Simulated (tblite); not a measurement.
# Run report: C2H8PSi2, frequency calculation

C2H8PSi2, multiplicity 2, SMILES C=[C][SiH2][SiH2]P, computed with GFN2-xTB harmonic vibrations, gas phase (tblite 0.8.0).

It belongs to a series of runs on one base structure; here: H removed from sp2 C.

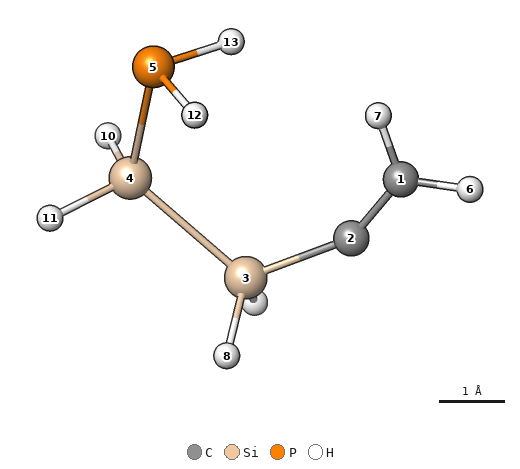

**Figure 1.** The structure as given in the input (ball-and-stick view, seen at a tilt; atoms are numbered from 1 in the order of the input).

**The input**
```
{"job": {"kind": "ir", "xc": "GFN2-xTB", "basis": "xTB"}, "charge": 0, "multiplicity": 2}
C      2.107327     0.712626     0.962910
C      1.816800    -0.097621    -0.005283
Si     0.622388    -0.924231    -1.105123
Si    -1.631808    -0.301031    -0.798599
P     -2.109938     0.692200     1.150813
H      3.125660     0.873886     1.298771
H      1.369722     1.293931     1.518366
H      0.767693    -2.368079    -0.872044
H      1.018811    -0.620402    -2.485717
H     -2.097487     0.658743    -1.810154
H     -2.555403    -1.444385    -0.853198
H     -1.315277    -0.129242     1.928452
H     -1.122876     1.654093     1.053078
```

The first line tells a small driver script what to run in tblite; the rest is the geometry in Å.

Launched with:
```bash
OMP_NUM_THREADS=1 python <driver script> task.json out
```

**The program's output**
```
mode    cm-1     km/mol
  1      10.6      0.39
  2      61.9      2.55
  3     112.0      3.00
  4     125.2     11.35
  5     139.9      1.68
  6     228.6     24.81
  7     271.1      3.53
  8     320.4     30.10
  9     369.0     23.63
 10     456.2     21.55
 11     490.8      6.19
 12     529.2      8.74
 13     580.8     27.17
 14     592.4    285.44
 15     635.2    196.91
 16     704.3      3.50
 17     711.6    259.64
 18     716.9     62.77
 19     770.6     93.15
 20     794.1    247.46
 21     880.2     35.71
 22     907.6      4.66
 23    1153.4     11.48
 24    1365.9      9.32
 25    1766.4     79.23
 26    2173.5     57.96
 27    2180.7     89.86
 28    2193.4    563.31
 29    2202.6    313.46
 30    2301.2    163.95
 31    2393.6    162.08
 32    2878.0     15.56
 33    2994.5     17.88
```

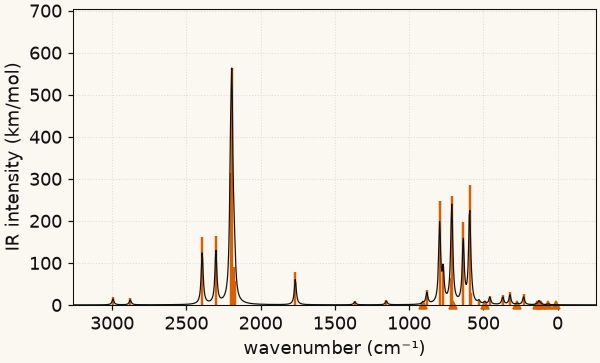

**Figure 2.** Harmonic infrared spectrum, unscaled: sticks (degenerate modes added up, dark ones marked on the axis) with a Lorentzian envelope of 16 cm⁻¹ full width, scaled to the tallest stick. 33 modes from 11 to 2994 cm⁻¹, none imaginary. The strongest line is at 2193 cm⁻¹ (563 km/mol).

**Key numbers**

| quantity | value |
| --- | --- |
| outcome | converged |
| total energy | −386.4016 eV |
| zero-point energy | 48.6220 kcal/mol |
| hardware | 1 CPU thread, shared host |
| peak memory | 0.18 GiB |
